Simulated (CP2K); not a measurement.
Consider 4-hydroxypyridine at its PBE geometry (Å).

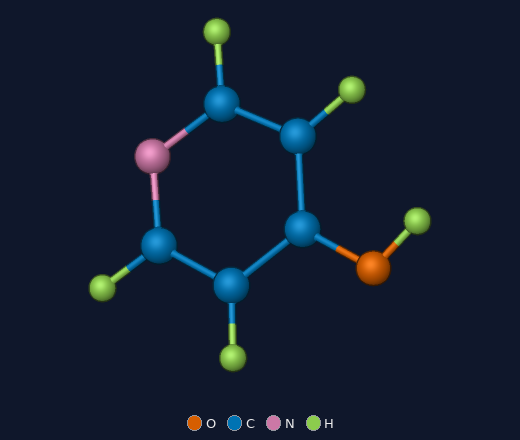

The molecule (oxygen orange, carbon blue, nitrogen pink, hydrogen green).

```xyz
12

O     2.1504   -0.7781   -0.2630
C     0.8646   -0.3276   -0.1121
C    -0.1806   -1.2332   -0.3270
C    -1.4878   -0.7767   -0.1650
N    -1.8224    0.4813    0.1841
C    -0.8003    1.3313    0.3786
C     0.5474    0.9880    0.2464
H     2.7625   -0.0414   -0.0844
H     0.0327   -2.2628   -0.6101
H    -2.3225   -1.4640   -0.3252
H    -1.0721    2.3524    0.6581
H     1.3281    1.7309    0.4196
```

Method: CP2K XAS_TDP, all-electron GAPW, PBEh(45%), aug-cc-pVDZ, TDA, GW2X-corrected core level, no relativity.

**Question.** Where do the N K-edge lines lie, and how strong are they?

Leading lines: N5 399.86 eV. The leading line of an atom is its first one with 35 % of the strongest within 2.5 eV of its lowest line over the strength cut. Core ionisation energies at this level: N5 405.20 eV.

The first six lines of each atom with a strength over 0.0015:

```
              atom  energy (eV)  states  strength, one atom  above the computed threshold
N5 (bonded to 2 C)       399.86       1              0.0499                              
                         405.83       1              0.0044                           yes
                         406.25       1              0.0037                           yes
                         407.00       1              0.0016                           yes
                         407.03       1              0.0037                           yes
                         407.22       1              0.0085                           yes
```

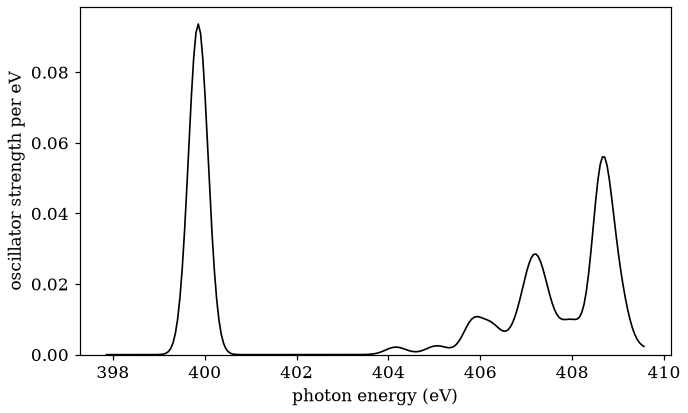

All atoms added, broadened by 0.5 eV.

Lines are vertical, at one geometry, with no vibrational structure. GW2X ionisation energies and lines can be off by 1 to 2 eV either way, and a good line position may hide errors that cancel. These values hold no scalar relativity, about 0.2 eV for N 1s. Rydberg lines, and the discretised continuum above threshold, depend on the basis and the box.

[Banner, clock and machine lines of the logs are left out without a mark of their own.]

[Logs are printed without paths, hosts, clocks, repeated set-up lines and the standing remarks that a program may print on its own settings, such as how far it seeks lower states.]

[Hosts, paths, dates, database ids (printed as entryN), source tags and the programs' standing remarks are cut or masked in the printed files.]
